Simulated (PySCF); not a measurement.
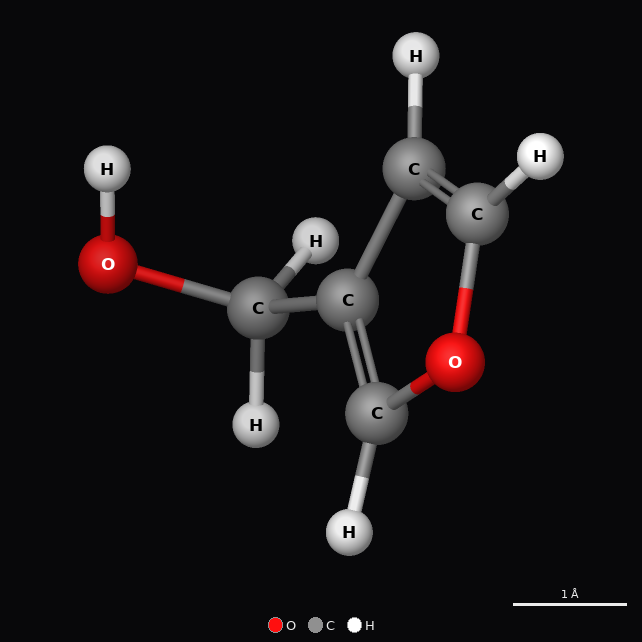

Rendered structure (ball-and-stick style). Double and triple bonds are drawn as two and three sticks.

Count the atoms of each element.

Answer. C5H6O2, 13 atoms: 5 carbon, 6 hydrogen and 2 oxygen.

Count the bonded pairs by element.

Answer. 5 C–H, 4 C–C, 3 C–O, 1 O–H.

Give the symmetry (Schoenflies symbol).

Answer. C1.

Name some functional groups or characteristic bonds that it holds.

Answer. Among them: alcohol.

More results for the same structure follow; atom numbers are the same in all pictures, views and colours differ. The geometry was computed by an optimisation with PBE0-D3(BJ)/def2-SVP. No frequency run is at hand to confirm it as a minimum.

### Levels of theory compared

No frequency run is at hand to confirm it as a minimum. Program: PySCF 2.14.0.

Compare dipole (D) at these levels: B3LYP/def2-SVPD; B3LYP/pcJ-1; KT3/pcSseg-2; PBE0/pcSseg-1.

```csv
level,dipole (D)
B3LYP/def2-SVPD,1.64
B3LYP/pcJ-1,1.65
KT3/pcSseg-2,1.48
PBE0/pcSseg-1,1.62
```

### NMR shielding

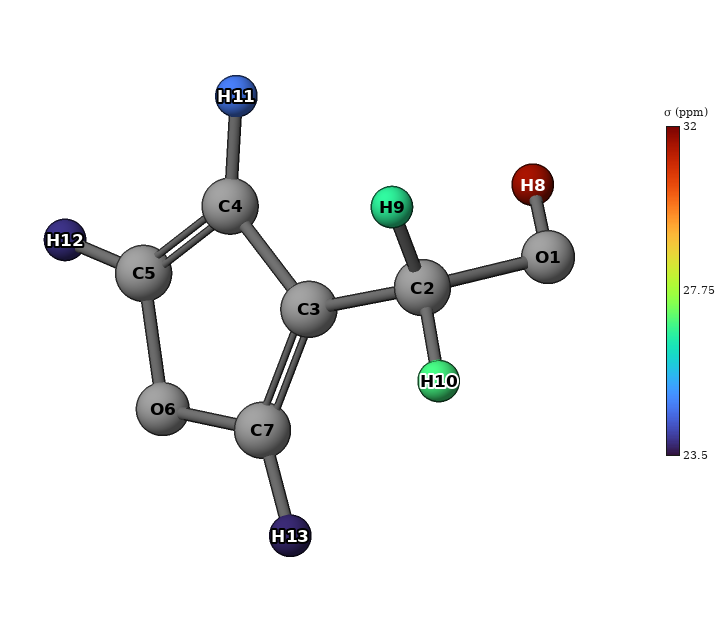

Atoms are coloured by their isotropic NMR shieldings (H only, the others grey). No frequency run is at hand to confirm it as a minimum. Level of theory: GIAO PBE0/pcSseg-1 NMR shielding, non-relativistic, gas phase (PySCF 2.14.0).

Give the isotropic NMR shieldings of the H atoms atom by atom.

```tsv
atom	σ (ppm)
H8	31.54
H9	26.67
H10	26.90
H11	24.79
H12	23.88
H13	23.77
```

### Polarisability

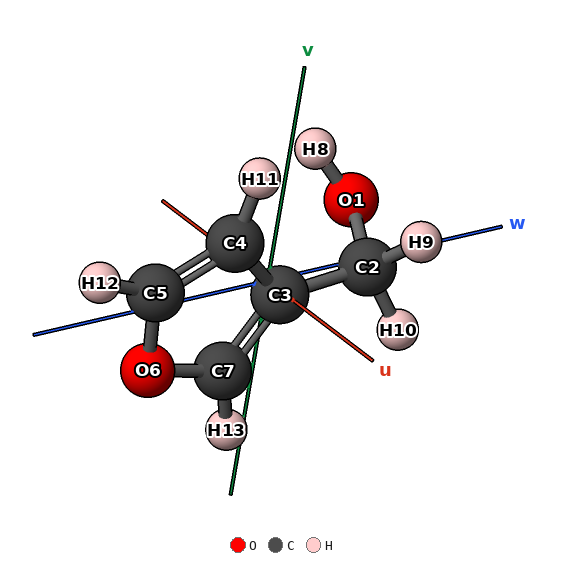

The lines u, v and w are the principal axes of the static dipole polarisability. No frequency run is at hand to confirm it as a minimum. Method: B3LYP/def2-SVPD (PySCF 2.14.0).

Along which axis is the molecule most polarisable, and along which least?

Answer. Most along w (nearly parallel to the C2–C3 bond), least along u.

Give the three principal values.

Answer. u 48.8, v 68.0, w 78.3 bohr³; mean 65.0, anisotropy 26.0 bohr³.
